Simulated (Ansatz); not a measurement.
# SnH3O2 (SMILES [OH][SnH][OH]) at U-wB97X/def2-SVPD (core potential)

Aim: the electronic atomisation energy of SnH3O2 at U-wB97X/def2-SVPD (core potential), from 4 runs. 

Program for the calculation: Ansatz 0.2.0.

43 further runs of the same task are left out: 43 set aside as unsound or not needed.

## 1. Starting point

SnH3O2: 6 atoms, total charge 0, spin state doublet. As SMILES, `[OH][SnH][OH]`. Geometry: relaxed at PBE0-D4/def2-TZVP. This is one conformer, not always the lowest.

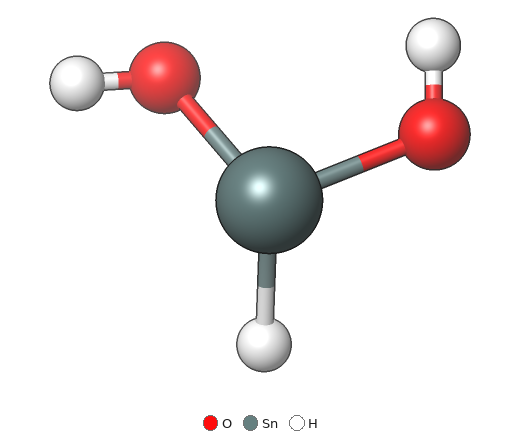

The structure, seen from a chosen angle (oxygen red, tin teal, hydrogen white).

## 2. A single-point energy at U-wB97X/def2-SVPD (core potential)

input.yaml reads:

```yaml
basis:
  gaussian: {orbitals: def2-SVPD}
crystal:
  periodic: [false, false, false]
  atoms:
    - {symbol: O, position_ang: [-1.248300, -0.684700, -0.233400]}
    - {symbol: Sn, position_ang: [0.417000, 0.302500, -0.639600]}
    - {symbol: O, position_ang: [1.413900, -0.038300, 1.016700]}
    - {symbol: H, position_ang: [-1.852000, -0.783400, -0.973600]}
    - {symbol: H, position_ang: [0.128600, 2.026100, -0.624300]}
    - {symbol: H, position_ang: [1.182700, -0.886000, 1.408100]}
output: {orbitals: {seedname: orbitals}}
accuracy: high
magnetization: {spin_polarized: true, initial_magnetization: 1}
hamiltonian: {xc: {name: wB97X}}
```

Launch:

```console
ansatz run input.yaml --threads 1 --pin off --max-ram 3480MiB --events-out events.jsonl --progress --plain --runs-dir runs
```

The program printed:

```text
Warning: RAYON_NUM_THREADS=1 ignored (pool sized by the plan → 1); use --threads N
Functional definition: wB97X
  name "wB97X"
  parameter omega = 0.3/bohr
  parameter cx = 0.157706
  parameter cx1 = 0.726479
  parameter cx2 = 1.04760
  parameter cx3 = -5.70635
  parameter cx4 = 13.2794
  parameter css1 = -4.33879
  parameter css2 = 18.2308
  parameter css3 = -31.7430
  parameter css4 = 17.2901
  parameter cos1 = 2.37031
  parameter cos2 = -11.3995
  parameter cos3 = 6.58405
  parameter cos4 = -3.78132
  exchange = spin_sum(e_x_unif_sr(omega)*poly(b97_u_x, 1 - cx, cx1, cx2, cx3, cx4)) + cx*exact_x_sr(omega)
      + exact_x_lr(omega)
  correlation = spin_sum(e_c_pw_same_spin*poly(b97_u_same, 1, css1, css2, css3, css4))
      + integral(e_c_pw_opposite_spin*poly(b97_u_opposite, 1, cos1, cos2, cos3, cos4))
2187 factors; integrals over basis functions are off by at most 3.0e-9 eV
491 factors; integrals over basis functions are off by at most 1.8e-9 eV
mean field evaluation 1: about -9961.9416 eV, gradient 5.0e1 eV
mean field evaluation 2: about -9952.2279 eV, gradient 7.2e1 eV
mean field evaluation 4: about -9971.1847 eV, gradient 6.9e-1 eV
mean field evaluation 8: about -9971.2381 eV, gradient 2.6e-1 eV
mean field evaluation 16: about -9971.2388 eV, gradient 1.2e-3 eV
mean field -9971.23882616 eV, -366.4362681130 hartree, gradient 6.9e-8 eV, S^2 0.756950; 0 other end points of the search recorded, 0 dependent functions left out
reference -9971.23882298 eV, -366.4362679962 hartree; 21, 20 occupied and 81, 82 virtual orbitals, 2187 factors
Total energy: -9971.23882298 eV, -366.4362679962 hartree
```

It took 62 s on 1 thread of Arm Neoverse V1, shared host; peak memory 0.93 GiB.

## 3. The H atom, same level

molecule.yaml reads:

```yaml
crystal:
  periodic: [false, false, false]
  atoms:
    - {symbol: H, position_ang: [0.000000, 0.000000, 0.000000]}
basis:
  gaussian: {orbitals: def2-SVPD}
magnetization: {spin_polarized: true, initial_magnetization: 1}
hamiltonian: {xc: {name: wB97X}}
accuracy: high
```

Run the same way, it converges to -0.50060 Eh (log not shown).

## 4. The O atom at the same level

input.yaml reads:

```yaml
crystal:
  periodic: [false, false, false]
  atoms:
    - {symbol: O, position_ang: [0.000000, 0.000000, 0.000000]}
basis:
  gaussian:
    orbitals: def2-SVPD
magnetization:
  spin_polarized: true
  initial_magnetization: 2
hamiltonian:
  xc: {name: wB97X}
accuracy: high
```

Run the same way, it converges to -74.98958 Eh (log not shown).

## 5. The Sn atom at the same level

job.yaml reads:

```yaml
crystal:
  periodic: [false, false, false]
  atoms:
    - {symbol: Sn, position_ang: [0.000000, 0.000000, 0.000000]}
basis:
  gaussian:
    orbitals: def2-SVPD
magnetization:
  spin_polarized: true
  initial_magnetization: 2
hamiltonian:
  xc: {name: wB97X}
accuracy: high
```

Run the same way, it converges to -214.27760 Eh (log not shown).

## 6. What came out

Level: U-wB97X/def2-SVPD (core potential).

| quantity | value |
| --- | --- |
| molecule: total energy | -366.43627 Eh |
| molecule: HOMO energy (highest over α and β) | -8.59 eV |
| molecule: LUMO energy (lowest over α and β) | -2.07 eV |
| molecule: ⟨S²⟩ | 0.757 |
| H atom: total energy | -0.50060 Eh |
| H atom: ⟨S²⟩ | 0.750 |
| O atom: total energy | -74.98958 Eh |
| O atom: ⟨S²⟩ | 2.005 |
| Sn atom: total energy | -214.27760 Eh |
| Sn atom: ⟨S²⟩ | 2.002 |
| electronic atomisation energy | 18.441 eV |

Taking the molecule apart into free atoms costs 18.44 eV (425 kcal/mol), before zero-point energy and without spin-orbit coupling.
